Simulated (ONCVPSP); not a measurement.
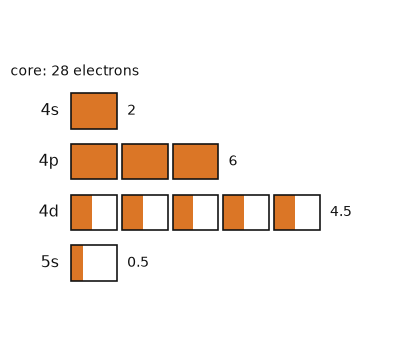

Figure 1. The valence shells of the reference configuration: a box for each of the 2l + 1 orbitals, shaded by the share of the shell that is filled, with the electron count at the right.

# Pseudopotential generation for Nb

Niobium (Nb, Z = 41), core [Ar] 3d10, reference valence 4s2 4p6 4d4.5 5s0.5, valence charge 13. Computed at this level: ONCV potential, PBE, scalar-relativistic, made with ONCVPSP 4.0.1.

**Key numbers**

- outcome: generated, with a spurious state above the valence levels
- cutoffs needed: 24 Ha and 64 Ha (the cutoffs at which the residual kinetic energy of the hardest occupied pseudo-wave falls to 1 and 0.1 mHa per electron)
- ghost test: no bound ghost flagged; GHOST(+) flagged for s at 87.1 eV
- largest excitation error: -343 meV (all-electron minus pseudo) for 4s1 4p6 4d4 5s1, out of 4 test configurations
- rms error of d²Exc/dni dnj: 3.17 mHa without and 0.76 mHa with the model core
- clearest signs, in the scattering phases, of states that the all-electron atom lacks: s near 3.2 Ha
- range over which the phases arctan(r R′/R) at the test radius agree within 0.05 rad (a looser test near the poles than one of phase shifts): s: up to about 2.9 Ha; p: up to about 2.3 Ha; d: up to about 3.3 Ha; f: not judged, local potential alone
- hardware: 1 CPU thread, shared host
- wall time: 4.7 s

**Notes**

The scattering phases show an s state near 3.2 Ha, 3.3 Ha above the channel's reference energy, that the all-electron atom lacks; it spoils states at that energy. An excitation error of 343 meV in its own tests makes this a poorly transferable potential.

**Input**
```
# ATOM AND REFERENCE CONFIGURATION
# atsym  z   nc   nv     iexc    psfile
  Nb 41.00    6    4        4      upf
#
#   n    l    f
    1    0    2.00
    2    0    2.00
    2    1    6.00
    3    0    2.00
    3    1    6.00
    3    2   10.00
    4    0    2.00
    4    1    6.00
    4    2    4.50
    5    0    0.50
#
# PSEUDOPOTENTIAL AND OPTIMIZATION
# lmax
    2
#
#   l,   rc,      ep,       ncon, nbas, qcut
    0    1.85    0.00    3    6    5.90
    1    1.35    0.00    4    8    7.30
    2    2.95    0.00    3    8    6.00
#
# LOCAL POTENTIAL
# lloc, lpopt,  rc(5),   dvloc0
    4    5    1.10    0.00
#
# VANDERBILT-KLEINMAN-BYLANDER PROJECTORs
# l, nproj, debl
    0    2    2.00
    1    1    3.50
    2    2    1.90
#
# MODEL CORE CHARGE
# icmod, fcfact, rcfact
    3    6.00    1.05
#
# LOG DERIVATIVE ANALYSIS
# epsh1, epsh2, depsh
   -4.00    5.00    0.02
#
# OUTPUT GRID
# rlmax, drl
    6.00    0.01
#
# TEST CONFIGURATIONS
# ncnf
    4
# nvcnf
#   n    l    f
    4
    4    0    2.00
    4    1    6.00
    4    2    4.00
    5    0    1.00
#
    4
    4    0    2.00
    4    1    6.00
    4    2    4.00
    5    0    0.00
#
    4
    4    0    2.00
    4    1    6.00
    4    2    3.00
    5    0    0.00
#
    4
    4    0    1.00
    4    1    6.00
    4    2    4.00
    5    0    1.00
#
```

Command:
```bash
oncvpsp.x < Nb.dat > Nb.out
```

**The program's output (extracts)**
```
ONCVPSP  (Optimized Norm-Conservinng Vanderbilt PSeudopotential)
scalar-relativistic version 4.0.1

#   n    l    f        energy (Ha)
    1    0    2.00    -6.9116746E+02
    2    0    2.00    -9.6643466E+01
    2    1    6.00    -8.6288826E+01
    3    0    2.00    -1.6093354E+01
    3    1    6.00    -1.2708311E+01
    3    2   10.00    -7.1754602E+00
    4    0    2.00    -2.1097886E+00
    4    1    6.00    -1.2344632E+00
    4    2    4.50    -8.8682088E-02
    5    0    0.50    -1.3582670E-01

Reference configufation results
  iterations    28
  all-electron total energy (Ha)   -3.81959158D+03

Begin loop to  construct optimized pseudo wave functions
and semi-local pseudopoentials for all angular momenta

Calculating optimized projector #   1

 for l=   0

    Fraction of norm inside rc  0.942265
    Optimizing pswf for qcut=   5.91 a_B^-1,  ecut=  17.44 Ha
    Residual kinetic energy error=  1.32D-05 Ha

    Energy error per electron        Cutoff
         Ha          eV             Ha
         0.01000     0.27211        8.24
         0.00100     0.02721       12.39
         0.00010     0.00272       15.05
         0.00001     0.00027       21.63

Calculating optimized projector #   2

 for l=   0

    Fraction of norm inside rc  0.047365
    Optimizing pswf for qcut=   5.91 a_B^-1,  ecut=  17.44 Ha
    Residual kinetic energy error=  9.24D-06 Ha

    Energy error per electron        Cutoff
         Ha          eV             Ha
         0.01000     0.27211        3.40
         0.00100     0.02721       10.88
         0.00010     0.00272       14.49
         0.00001     0.00027       17.47

Calculating optimized projector #   1

 for l=   1

    Fraction of norm inside rc  0.588406
    Optimizing pswf for qcut=   7.30 a_B^-1,  ecut=  26.67 Ha
    Residual kinetic energy error=  3.98D-04 Ha

    Energy error per electron        Cutoff
         Ha          eV             Ha
         0.01000     0.27211       16.17
         0.00100     0.02721       23.86
         0.00010     0.00272       64.35
         0.00001     0.00027      111.56

   Wellstate for l =  2  n =  7
     eigenvalue =   1.8113
     asymptotic potential =   2.3113
     half-point radius =  5.8370

Calculating optimized projector #   1

 for l=   2

    Fraction of norm inside rc  0.767960
    Optimizing pswf for qcut=   5.99 a_B^-1,  ecut=  17.96 Ha
    Residual kinetic energy error=  1.53D-08 Ha

    Energy error per electron        Cutoff
         Ha          eV             Ha
         0.01000     0.27211        8.30
         0.00100     0.02721       10.74
         0.00010     0.00272       12.71
         0.00001     0.00027       14.30

Calculating optimized projector #   2

 for l=   2

    Fraction of norm inside rc  0.213126
    Optimizing pswf for qcut=   5.99 a_B^-1,  ecut=  17.96 Ha
    Residual kinetic energy error=  2.40D-07 Ha

    Energy error per electron        Cutoff
         Ha          eV             Ha
         0.01000     0.27211        9.82
         0.00100     0.02721       12.38
         0.00010     0.00272       14.27
         0.00001     0.00027       15.81

Construct Vanderbilt / Kleinmman-Bylander projectors

B matrix Hermiticity error, ll=   0
   1   2    1.4724E-04

  Orthonormal projector coefficients  1.0360E+01  1.4614E+00

B matrix Hermiticity error, ll=   2
   1   2    7.3984E-05

  Orthonormal projector coefficients  5.1550E+00 -5.5489E-01

Model core correction analysis
  based on d2Exc/dn_idn_j

d2excae - all-electron derivatives

   -3.387659D-02   -2.971276D-02   -1.282175D-02   -1.741899D-03
   -2.971300D-02   -2.791731D-02   -1.469025D-02   -2.307246D-03
   -1.282191D-02   -1.469031D-02   -1.728274D-02   -1.342573D-02
   -1.741614D-03   -2.306395D-03   -1.342238D-02   -2.845015D-02

d2excps - pseudofunction derivatives with no core correction

   -4.548109D-02   -3.222918D-02   -1.172290D-02   -2.809746D-03
   -3.222995D-02   -3.070814D-02   -1.465397D-02   -2.516810D-03
   -1.172287D-02   -1.465397D-02   -1.817633D-02   -1.339621D-02
   -2.810787D-03   -2.516020D-03   -1.339293D-02   -2.845200D-02

rms 2nd derivative error    3.169287E-03

rmatch, rhocmatch    0.7995    8.8764

Teter function model core charge with specified parameters

d2excps - pseudofunction derivatives with core correction

   -3.447206D-02   -2.996759D-02   -1.153986D-02   -1.916395D-03
   -2.996771D-02   -3.003372D-02   -1.465137D-02   -2.326981D-03
   -1.153993D-02   -1.465142D-02   -1.821179D-02   -1.337501D-02
   -1.916153D-03   -2.326176D-03   -1.337173D-02   -2.838041D-02

rms 2nd derivative error    7.578006E-04

Pseudoatom total energy  -56.578870

Diagnostic tests using Vanderbilt-Kleinman-Bylander pseudopotentials
  1 or more projectors used as specified by nproj input data

   l    rcore       rmatch      e in        delta e   norm test  slope test

   0   1.8584791   1.9149066  -2.1097886   0.0000125   1.0001408   1.0001382
   0   1.8584791   1.9149066  -0.1358267   0.0000029   1.0000388   1.0000230

   1   1.3535201   1.3946159  -1.2344632  -0.0000163   0.9999975   1.0000258

   2   2.9634676   3.0534449  -0.0886821  -0.0000010   1.0000225   1.0000202
   2   2.9634676   3.0534449   1.8113179  -0.0000032   1.0000517   1.0000517

 Testing for bound ghosts
   n   l    E NL Schr. Eq   E Basis Diag.   E Cutoff

   1   0       -2.109776       -2.109781     37.22
   2   0       -0.135824       -0.077683     37.22

   2   1       -1.234479       -1.233434    121.10

   3   2       -0.088683       -0.088119     39.25

 Testing for highly-localized positive-energy ghosts
       l    <radius>/rc     E Basis Diag.   E Cutoff

       0        0.854601        3.200878     37.22  WARNING - GHOST(+)

Test configuration 0

   n   l     f        eae           eps        diff
   1   0  2.0000 -691.16746403
   2   0  2.0000  -96.64346602
   2   1  6.0000  -86.28882552
   3   0  2.0000  -16.09335444
   3   1  6.0000  -12.70831115
   3   2 10.0000   -7.17546024
   4   0  2.0000   -2.10978857   -2.10977606    1.25D-05
   4   1  6.0000   -1.23446321   -1.23447948   -1.63D-05
   4   2  4.5000   -0.08868209   -0.08868304   -9.52D-07
   5   0  0.5000   -0.13582670   -0.13582376    2.93D-06

    Total energies and differences
      AE_ref= -3.81959158D+03  AE_tst= -3.81959158D+03  dif=  0.00D+00
      PS_ref= -5.65788699D+01  PS_tst= -5.65788699D+01  dif= -4.12D-13
      PSP excitation error=  4.12D-13

Test configuration 1

   n   l     f        eae           eps        diff
   1   0  2.0000 -691.20290143
   2   0  2.0000  -96.68177154
   2   1  6.0000  -86.32691751
   3   0  2.0000  -16.13122659
   3   1  6.0000  -12.74619995
   3   2 10.0000   -7.21355889
   4   0  2.0000   -2.14593718   -2.14441980    1.52D-03
   4   1  6.0000   -1.26862757   -1.26809170    5.36D-04
   4   2  4.0000   -0.11173118   -0.11152864    2.03D-04
   5   0  1.0000   -0.14633998   -0.14649075   -1.51D-04

    Total energies and differences
      AE_ref= -3.81959158D+03  AE_tst= -3.81961209D+03  dif= -2.05D-02
      PS_ref= -5.65788699D+01  PS_tst= -5.65994940D+01  dif= -2.06D-02
      PSP excitation error=  1.13D-04

Test configuration 2

   n   l     f        eae           eps        diff
   1   0  2.0000 -691.43928562
   2   0  2.0000  -96.91438472
   2   1  6.0000  -86.55977926
   3   0  2.0000  -16.36471742
   3   1  6.0000  -12.97966768
   3   2 10.0000   -7.44673710
   4   0  2.0000   -2.38164956   -2.38227012   -6.21D-04
   4   1  6.0000   -1.50567377   -1.50599943   -3.26D-04
   4   2  4.0000   -0.34208150   -0.34217231   -9.08D-05

    Total energies and differences
      AE_ref= -3.81959158D+03  AE_tst= -3.81936817D+03  dif=  2.23D-01
      PS_ref= -5.65788699D+01  PS_tst= -5.63553973D+01  dif=  2.23D-01
      PSP excitation error= -6.18D-05

Test configuration 3

   n   l     f        eae           eps        diff
   1   0  2.0000 -691.85416461
   2   0  2.0000  -97.33380226
   2   1  6.0000  -86.97885088
   3   0  2.0000  -16.78199945
   3   1  6.0000  -13.39694346
   3   2 10.0000   -7.86443472
   4   0  2.0000   -2.78903468   -2.78660241    2.43D-03
   4   1  6.0000   -1.90630911   -1.90470955    1.60D-03
   4   2  3.0000   -0.70189529   -0.70001995    1.88D-03

    Total energies and differences
      AE_ref= -3.81959158D+03  AE_tst= -3.81885220D+03  dif=  7.39D-01
      PS_ref= -5.65788699D+01  PS_tst= -5.58400491D+01  dif=  7.39D-01
      PSP excitation error=  5.60D-04

Test configuration 4

   n   l     f        eae           eps        diff
   1   0  2.0000 -691.74164925
   2   0  2.0000  -97.19626498
   2   1  6.0000  -86.84301158
   3   0  2.0000  -16.64000175
   3   1  6.0000  -13.25458016
   3   2 10.0000   -7.72057792
   4   0  1.0000   -2.58002716   -2.60596322   -2.59D-02
   4   1  6.0000   -1.68685356   -1.69774418   -1.09D-02
   4   2  4.0000   -0.46352842   -0.46007793    3.45D-03
   5   0  1.0000   -0.39572952   -0.39803350   -2.30D-03

    Total energies and differences
      AE_ref= -3.81959158D+03  AE_tst= -3.81725964D+03  dif=  2.33D+00
      PS_ref= -5.65788699D+01  PS_tst= -5.42343340D+01  dif=  2.34D+00
      PSP excitation error= -1.26D-02
```

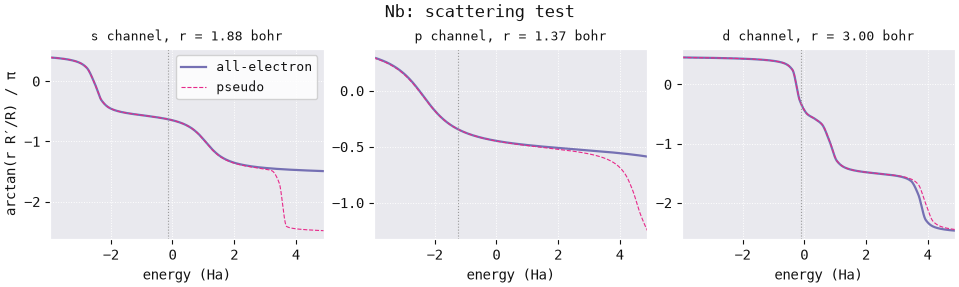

Figure 2. Unwrapped phase arctan(r R′/R) in units of π against energy, all-electron (solid) and pseudo (dashed); the pseudo phase is matched to the all-electron one at the reference energy. Here R(r) is the radial function. A near-vertical step is a level narrower than the spacing of the points behind the curves. The dotted line marks the reference energy of the channel. Not drawn: f: not judged.

- Ghost states: Going away from the reference energies, the phases part by more than π/2 in: s at about 3.6 Ha (above its reference energy, pseudo phase lower); p at about 4.6 Ha (above its reference energy, pseudo phase lower). Such a step is either a state that only one of the two atoms has or an ordinary level shifted in energy. The separate test gives: no bound ghost flagged; GHOST(+) flagged for s at 87.1 eV.
- Range over which the phases agree within 0.05 rad: s: up to about 2.9 Ha; p: up to about 2.3 Ha; d: up to about 3.3 Ha.

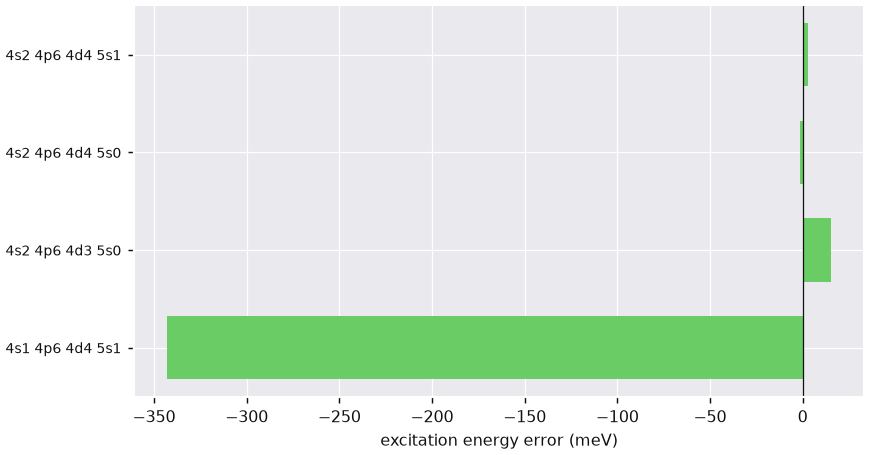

Figure 3. Errors, all-electron minus pseudo, of the energies of valence configurations relative to the unpolarised reference 4s2 4p6 4d4.5 5s0.5.

- Worst configuration: 4s1 4p6 4d4 5s1 (charge +1): the error is -343 meV on an all-electron energy of +63.46 eV relative to the reference, or 0.54 %.
- Configurations within 10 meV and within 50 meV: 2 and 3 of 4.
- Errors in meV: 4s2 4p6 4d4 5s1: +3.1; 4s2 4p6 4d4 5s0: -1.7; 4s2 4p6 4d3 5s0: +15; 4s1 4p6 4d4 5s1: -343.

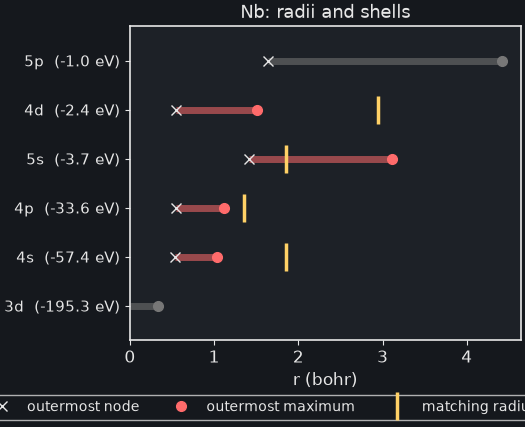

Figure 4. Outer shells of the all-electron reference atom: each bar runs from the outermost node (or the nucleus) to the outermost maximum of u(r); the tick is the radius chosen for the pseudo-wave. Shells without a tick have no pseudo-wave of their own. Levels, nodes and maxima are from ld1.x, scalar-relativistic.

- Radii against the shells: 4s: 1.85 bohr, outside the maximum; 4p: 1.35 bohr, outside the maximum; 5s: 1.85 bohr, between node and maximum; 4d: 2.95 bohr, outside the maximum.

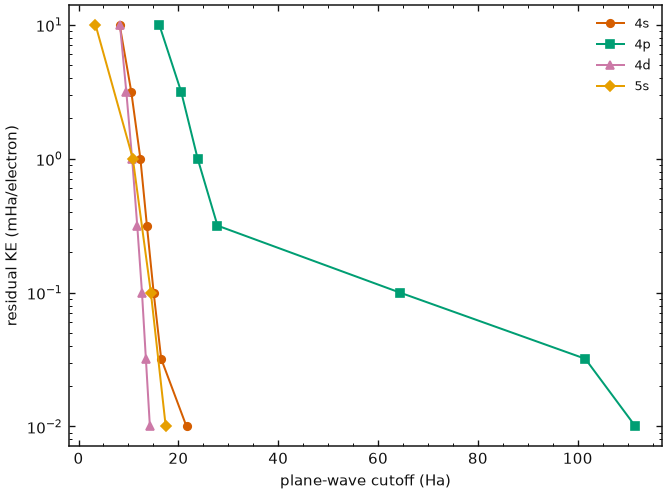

Figure 5. Residual kinetic energy of the pseudo-waves (the first of each channel, and further valence shells) beyond the plane-wave cutoff, as the generator prints it.

- Hardest wave at 1 mHa per electron: 4p, with rc = 1.35 bohr and qcut = 7.3 1/bohr. The optimisation minimises, but can't always remove, the kinetic energy above qcut²/2 = 26.6 Ha, and a larger rc would as a rule soften the wave at some cost in transferability.
- Cutoffs for 1 mHa per electron: 4p: 24 Ha; 4s: 12 Ha; 5s: 11 Ha; 4d: 11 Ha.
- Cutoffs for the occupied states: 24 Ha for 1 mHa and 64 Ha for 0.1 mHa per electron. The first is set by 4p.
